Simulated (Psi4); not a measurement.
**CAM-B3LYP/def2-SVP (core potential) run of SnCl2F2 (SMILES [F][Sn]([F])([Cl])[Cl])**

What is the vertical ionisation energy of SnCl2F2 at CAM-B3LYP/def2-SVP (core potential)? 

The calculation is run with Psi4 1.11.

5 further runs of the same task are left out: 5 that didn't finish.

### Step 1. The molecule

The species is SnCl2F2 (5 atoms), meant as a singlet with charge 0. SMILES: `[F][Sn]([F])([Cl])[Cl]`. The shape is that of a PBE0-D4/def2-TZVP optimisation.

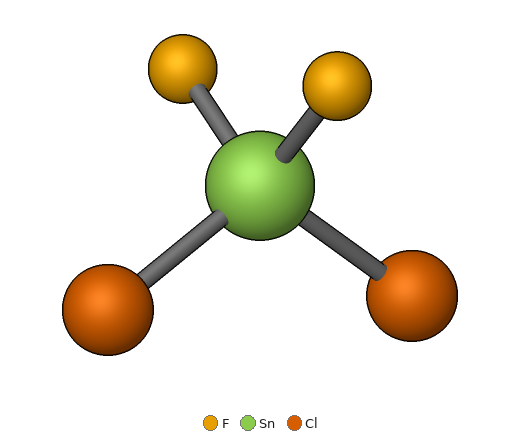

The structure, seen from a chosen angle (fluorine amber, tin green, chlorine orange).

### Step 2. Energy and forces at CAM-B3LYP/def2-SVP (core potential)

Input file run.py:

```python
import psi4

psi4.set_memory('2200 MB')
psi4.set_num_threads(1)
psi4.core.set_output_file('psi4.out', False)

mol = psi4.geometry("""
0 1
F     -0.25700275    -0.60187777     3.53662244
Sn     0.05971535    -0.06916398     0.02570028
F      2.85159672    -2.04128216    -0.98851574
Cl    -3.47274970    -1.49855282    -1.94641791
Cl     0.91273772     4.07179288    -0.70562373
units bohr
symmetry c1
no_reorient
no_com
""")

options = {'basis': 'def2-SVP', 'reference': 'rks', 'puream': True, 'e_convergence': 1e-09, 'd_convergence': 1e-08, 'scf_type': 'pk', 'dft_radial_points': 99, 'dft_spherical_points': 590}
psi4.set_options(options)

result, w = psi4.gradient('cam-b3lyp', return_wfn=True)
psi4.oeprop(w, 'DIPOLE', 'MAYER_INDICES', 'WIBERG_LOWDIN_INDICES', title='CAM-B3LYP')
print('gradient / Eh bohr^-1')
print(result.np.round(6))
print(f'energy = {w.energy():.10f} Eh')
```

Launch:

```console
python run.py
```

psi4.out:

```text
[...]
    !!!  WARNING: ECP capability is in beta. Please check occupations closely.  !!!
[...]
  Running in c1 symmetry.
[...]
  Nuclear repulsion =  435.160609086283159
[...]
  Multiplicity = 1
[...]
  Nalpha       = 37
  Nbeta        = 37
[...]
    Number of basis functions: 90
[...]
   @RKS iter   1: -1333.87190493160278   -1.63868e+00   7.13057e-03 DIIS/ADIIS
[...]
   @RKS iter  12: -1334.02363465728149   -1.81899e-12   4.19890e-09 DIIS
[...]
    Orbital Energies [Eh]
    ---------------------
    Doubly Occupied:
       1A   -101.611725     2A   -101.611695     3A    -24.757637
       4A    -24.757607     5A     -9.566629     6A     -9.566610
       7A     -7.335365     8A     -7.335354     9A     -7.327218
      10A     -7.327206    11A     -7.327196    12A     -7.327189
      13A     -5.281074    14A     -3.625869    15A     -3.624679
      16A     -3.624062    17A     -1.271433    18A     -1.258255
      19A     -1.212019    20A     -1.203556    21A     -1.203068
      22A     -1.179982    23A     -1.149711    24A     -0.937236
      25A     -0.921002    26A     -0.631348    27A     -0.529488
      28A     -0.521874    29A     -0.520282    30A     -0.487087
      31A     -0.480842    32A     -0.480447    33A     -0.458339
      34A     -0.430721    35A     -0.428687    36A     -0.421871
[...]
  @RKS Final Energy: -1334.02363465728149
   => Energetics <=
    Nuclear Repulsion Energy =            435.1606090862831593
    One-Electron Energy =               -2792.6109762081600820
    Two-Electron Energy =                1095.5070969615017020
    DFT Exchange-Correlation Energy =     -72.0803644969063271
    Empirical Dispersion Energy =           0.0000000000000000
    VV10 Nonlocal Energy =                  0.0000000000000000
    Total Energy =                      -1334.0236346572814909
[...]
  -Total Gradient:
     Atom            X                  Y                   Z
    ------   -----------------  -----------------  -----------------
       1        0.000966346498     0.001843604013    -0.011691876712
       2        0.002009133492    -0.002034242411     0.002108880814
       3       -0.009251346672     0.006560036098     0.003247919765
       4        0.008304402925     0.003261486097     0.004666169121
       5       -0.001921677578    -0.009738822269     0.001776531898
[...]
 Multipole Moments:
 ------------------------------------------------------------------------------------
     Multipole            Electronic (a.u.)      Nuclear  (a.u.)        Total (a.u.)
 ------------------------------------------------------------------------------------
 L = 1.  Multiply by 2.5417464519 to convert [e a0] to [Debye]
 Dipole X            :         18.5231801          -18.8551202           -0.3319401
 Dipole Y            :        -18.0990779           18.4350341            0.3359562
 Dipole Z            :         21.2517711          -21.5863414           -0.3345704
 Magnitude           :                                                    0.5787816
[...]
```

The script printed:

```text
gradient / Eh bohr^-1
[[ 0.000966  0.001844 -0.011692]
 [ 0.002009 -0.002034  0.002109]
 [-0.009251  0.00656   0.003248]
 [ 0.008304  0.003261  0.004666]
 [-0.001922 -0.009739  0.001777]]
energy = -1334.0236346573 Eh
```

It took 17 s on 1 thread of Intel Xeon 6975P-C (Granite Rapids), shared host; peak memory 0.88 GiB.

### Step 3. The doublet cation: a single-point energy at UCAM-B3LYP/def2-SVP (core potential)

Input file job.dat:

```
memory 2200 MB

molecule {
  1 2
  F     -0.25700275    -0.60187777     3.53662244
  Sn     0.05971535    -0.06916398     0.02570028
  F      2.85159672    -2.04128216    -0.98851574
  Cl    -3.47274970    -1.49855282    -1.94641791
  Cl     0.91273772     4.07179288    -0.70562373
  units bohr
  symmetry c1
}

set basis def2-SVP
set reference uks
set puream true
set e_convergence 1e-09
set d_convergence 1e-08
set scf_type pk
set dft_radial_points 99
set dft_spherical_points 590
set maxiter 100

e_tot, wfn = energy('cam-b3lyp', return_wfn=True)
oeprop(wfn, 'MULLIKEN_CHARGES', 'MAYER_INDICES', 'LOWDIN_CHARGES', title='CAM-B3LYP')
```

Launch:

```console
psi4 job.dat job.out -n 1
```

job.out (excerpt; [...] marks lines left out):

```text
[...]
    !!!  WARNING: ECP capability is in beta. Please check occupations closely.  !!!
[...]
  Running in c1 symmetry.
[...]
  Nuclear repulsion =  435.160609086283159
[...]
  Multiplicity = 2
[...]
  Nalpha       = 37
  Nbeta        = 36
[...]
    Number of basis functions: 90
[...]
   @UKS iter   1: -1333.39167253418918   -1.17054e+00   7.17464e-03 ADIIS/DIIS
[...]
   @UKS iter  32: -1333.56140763065537   -2.20552e-11   9.77048e-09 DIIS
[...]
   @S^2 Observed:                7.641797504E-01
[...]
  @UKS Final Energy: -1333.56140763065537
   => Energetics <=
    Nuclear Repulsion Energy =            435.1606090862831593
    One-Electron Energy =               -2775.1087332197557771
    Two-Electron Energy =                1078.2128607902452586
    DFT Exchange-Correlation Energy =     -71.8261442874281215
    Empirical Dispersion Energy =           0.0000000000000000
    VV10 Nonlocal Energy =                  0.0000000000000000
    Total Energy =                      -1333.5614076306553670
[...]
 Multipole Moments:
 ------------------------------------------------------------------------------------
     Multipole            Electronic (a.u.)      Nuclear  (a.u.)        Total (a.u.)
 ------------------------------------------------------------------------------------
 L = 1.  Multiply by 2.5417464519 to convert [e a0] to [Debye]
 Dipole X            :          7.0775230           -8.1149821           -1.0374591
 Dipole Y            :         -7.1629128            8.2122981            1.0493854
 Dipole Z            :          7.1432125           -8.1894411           -1.0462286
 Magnitude           :                                                    1.8089017
[...]
  Mulliken Charges: (a.u.)
   Center  Symbol    Alpha    Beta     Spin     Total
       1     F     4.65830  4.65996 -0.00166 -0.31827
       2    SN    10.35039 10.42550 -0.07510  1.22411
       3     F     4.65831  4.65997 -0.00166 -0.31828
       4    CL     8.66653  8.12722  0.53931  0.20626
       5    CL     8.66647  8.12735  0.53911  0.20618
   Total alpha = 37.00000, Total beta = 36.00000, Total charge =  1.00000
  Lowdin Charges: (a.u.)
   Center  Symbol    Alpha    Beta     Spin     Total
       1     F     4.60761  4.60885 -0.00124 -0.21646
[...]
```

It took 29 s on 1 thread of Intel Xeon 6975P-C (Granite Rapids), shared host; peak memory 0.88 GiB.

### Step 4. Results

Level: CAM-B3LYP/def2-SVP (core potential).

| quantity | value |
| --- | --- |
| singlet SnCl2F2: total energy | -1334.02363 Eh |
| singlet SnCl2F2: dipole moment | 1.47 D |
| singlet SnCl2F2: HOMO energy | -11.37 eV |
| singlet SnCl2F2: LUMO energy | -2.01 eV |
| singlet SnCl2F2: HOMO–LUMO gap | 9.36 eV |
| singlet SnCl2F2: largest force on an atom | 0.611 eV/Å |
| doublet cation: total energy | -1333.56141 Eh |
| doublet cation: HOMO energy (highest over α and β) | -16.98 eV |
| doublet cation: LUMO energy (lowest over α and β) | -13.77 eV |
| doublet cation: ⟨S²⟩ | 0.764 |
| vertical ionisation energy (to the doublet cation) | 12.578 eV |

In words: Removing an electron at fixed nuclei costs 12.58 eV (1214 kJ/mol). The largest force (singlet SnCl2F2) is 0.61 eV/Å: the shape isn't a stationary point for this species at this level. The negative HOMO energy of the first species, 11.37 eV, lies 1.21 eV below that difference. Mulliken charges (doublet cation) run from -0.32 on F3 to +1.22 on Sn2; they depend strongly on the basis.
